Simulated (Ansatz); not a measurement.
# Ligand exchange: BH(CH3)F + IBr → BH(CH3)I + BrF

Species: BH(CH3)F, singlet; IBr (iodine monobromide), singlet; BH(CH3)I, singlet; BrF, singlet. The partners trade F for I: B–F and Br–I bonds give way to B–I and Br–F.

Shapes, held fixed at every level: PBE0-D4/def2-TZVP. Programs: Ansatz 0.2.0. The zero-point and thermal change to 298 K, harmonic and unscaled (PBE0-D4/def2-TZVP), is -3.5 kJ/mol.

```csv
level,kind,ΔH(298 K) (kJ/mol),less CCSD(T)/def2-TZVPP,CPU time (sum over the molecules)
SPW92/def2-TZVPP,LDA,+264.6,-0.3,5 s
PBE-D4/def2-TZVPP,GGA,+256.3,-8.6,11 s
r2SCAN-D4/def2-TZVPP,meta-GGA,+269.0,+4.1,15 s
B3LYP-D4/def2-TZVPP,global hybrid,+272.6,+7.7,12 s
PBE0-D4/def2-TZVPP,global hybrid,+268.7,+3.8,9.6 s
wB97X-V/def2-TZVPP,range-separated hybrid,+267.3,+2.4,24 s
CCSD(T)/def2-SVP,coupled cluster or CI,+281.5,+16.6,8.9 s
CCSD(T)/def2-TZVPP,coupled cluster or CI,+264.9,0.0,93 s
```

The highest level, CCSD(T)/def2-TZVPP, gives ΔH(298 K) = +264.9 kJ/mol; the levels span +256.3 to +281.5. The column of differences is taken from that level and isn't an error. No measured value is set beside it here. For atoms past krypton def2 sets carry core potentials with scalar relativity. Relativity is left out for Br unless named. Correlated rows may include outer-core shells of Br, I, which these sets cover unevenly. Times are processor times on shared x86 and Arm servers, and rough.

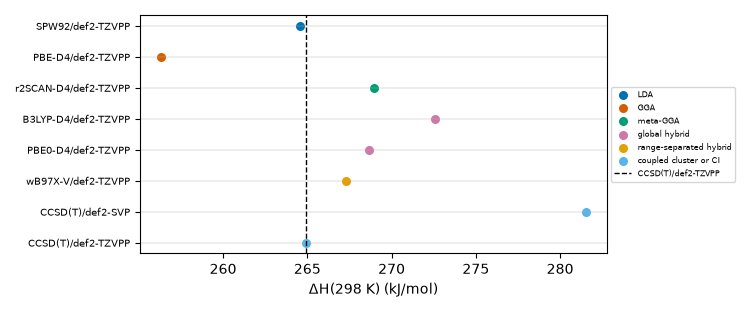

The values of the table, level by level.
